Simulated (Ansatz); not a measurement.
# CH6GeS: the cost of one run

All numbers are computed with Ansatz 0.2.0, driven from Python. Level of theory: r2SCAN/def2-SVP.

## (1) The structure

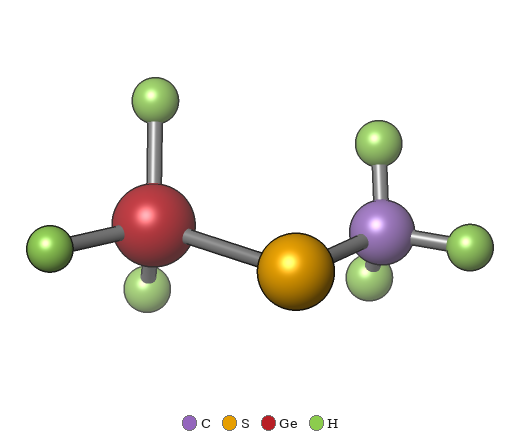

The structure that the script starts from, seen from a chosen angle (carbon purple, sulfur amber, germanium red, hydrogen green).

No structure file is read: the coordinates are typed or built in the script.

## (2) Script

Contents of run_scan.py:

```python
"""Potential curve of CH6GeS along one bond."""

import ansatz as az
from ase import Atoms
import matplotlib.pyplot as plt
import numpy as np


def main() -> None:
    atoms = Atoms(["C", "S", "Ge", "H", "H", "H", "H", "H", "H"], positions=[
        (-0.6699, 0.9603, -0.8439),
        (1.0325, 0.526, -0.8409),
        (0.7275, -0.9672, 0.7689),
        (-1.2759, 0.1384, -1.1105),
        (-0.8712, 1.7826, -1.6421),
        (-1.0128, 1.4267, 0.1334),
        (2.1478, -1.6355, 1.1083),
        (-0.2124, -2.0325, 0.3157),
        (0.2229, -0.2452, 2.0939),
    ])
    system = az.Crystal.molecule_from_ase(atoms)

    symbols = [site.symbol for site in system.cartesian_sites]
    start = np.array([site.position_ang for site in system.cartesian_sites])
    axis = (start[5] - start[0]) / np.linalg.norm(start[5] - start[0])
    moving = [5]
    lengths, energies = [1.0, 1.045, 1.09, 1.136, 1.181, 1.227, 1.272, 1.34], []
    for length in lengths:
        xyz = start.copy()
        xyz[moving] += (length - np.linalg.norm(start[5] - start[0])) * axis
        point = az.Crystal.molecule()
        for symbol, place in zip(symbols, xyz):
            point = point.atom(symbol, place.tolist())
        model = (
            point.calculation()
            .basis(gaussian="def2-SVP")  # atom-centred Gaussian functions
            .functional("r2SCAN")
        )
        report = model.run().report
        energies.append(report["free_energy_ev"])
        print(f"r = {length:6.3f} A  E = {energies[-1]:.5f} eV  <S^2> = {abs(report['mean_field']['state']['spin_squared']):.3f}")

    # quartic fit about the minimum
    fit = np.polynomial.Polynomial.fit(lengths, np.array(energies) - min(energies), 4).convert()
    roots = [r.real for r in fit.deriv().roots() if abs(r.imag) < 1e-9 and fit.deriv(2)(r.real) > 0]
    r_e = min(roots, key=lambda r: abs(r - lengths[int(np.argmin(energies))]))
    print(f"minimum of the fit at {r_e:.4f} A, force constant {fit.deriv(2)(r_e):.2f} eV/A^2")
    plt.figure(figsize=(4.5, 3))
    plt.plot(lengths, np.array(energies) - min(energies), "o-")
    plt.xlabel("bond length (A)")
    plt.ylabel("E - E(min) (eV)")
    plt.tight_layout()
    plt.savefig("scan.png", dpi=100)


if __name__ == "__main__":
    main()
```

## (3) The input behind the calls

The package turns the script's settings into the engine's input (first run):

```yaml
crystal:
  periodic: [false, false, false]
  atoms:
    - { symbol: C, position_ang: [-0.6699, 0.9603, -0.8439] }
    - { symbol: S, position_ang: [1.0325, 0.526, -0.8409] }
    - { symbol: Ge, position_ang: [0.7275, -0.9672, 0.7689] }
    - { symbol: H, position_ang: [-1.2759, 0.1384, -1.1105] }
    - { symbol: H, position_ang: [-0.8712, 1.7826, -1.6421] }
    - { symbol: H, position_ang: [-0.9717803299331795, 1.3709065496670603, 0.016489753408271857] }
    - { symbol: H, position_ang: [2.1478, -1.6355, 1.1083] }
    - { symbol: H, position_ang: [-0.2124, -2.0325, 0.3157] }
    - { symbol: H, position_ang: [0.2229, -0.2452, 2.0939] }
basis:
  gaussian:
    orbitals: def2-SVP
hamiltonian:
  xc: r2scan
```

## (4) The run

Launch:

```sh
python run_scan.py
```

**Question.** How long does this script take on 1 thread of Arm Neoverse V1, shared host, and how much memory does it need?

About 42 s, with a peak of 0.25 GiB.
